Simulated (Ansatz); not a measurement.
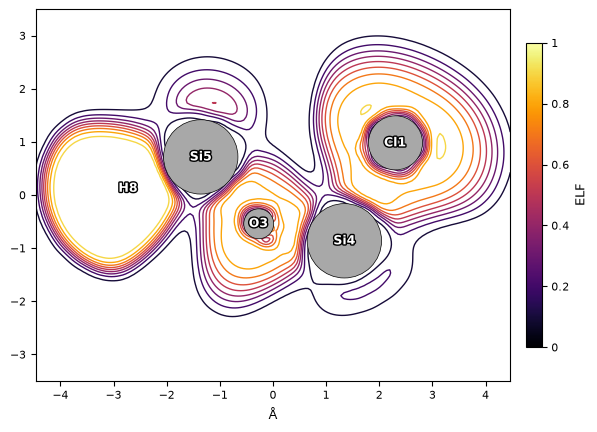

Figure. ClH$_{5}$O$_{2}$Si$_{2}$. ELF on the plane of atoms Cl1, Si4 and O3. Grey discs cover the atomic cores.

Geometry: r2SCAN-D4/def2-SVP.

Level of theory: isolated molecule in a Gaussian basis; Kohn-Sham density functional theory, functional PBE0 in Ansatz 0.2.0.

```xyz
10

Cl    0.1580   -2.2149    2.7673
O    -1.4480    0.4005    2.7099
O    -0.5497   -0.6095    0.3457
Si   -1.1951   -0.9543    1.8167
Si    0.7157   -1.0209   -0.6646
H    -0.6932    0.9686    2.9052
H    -2.4988   -1.6247    1.6946
H     0.4910   -0.3311   -1.9632
H     2.0091   -0.5681   -0.0757
H     0.7542   -2.4964   -0.8755
```

**Interpret the plot.**

The section cuts through Cl, O, Si and H sites.
Si–O (1.64 Å): the ELF peaks at about 0.85 between the atoms, as expected for a shared but strongly polarised pair.
Si–Cl (2.08 Å): the ELF peaks at about 0.85 between the atoms (a polar covalent bond).
Si–H (1.49 Å): the ELF climbs to about 1 towards the hydrogen, as it does in any bond to H.
The ELF also peaks beside O3 and Cl1, away from the bonds: lone-pair regions.
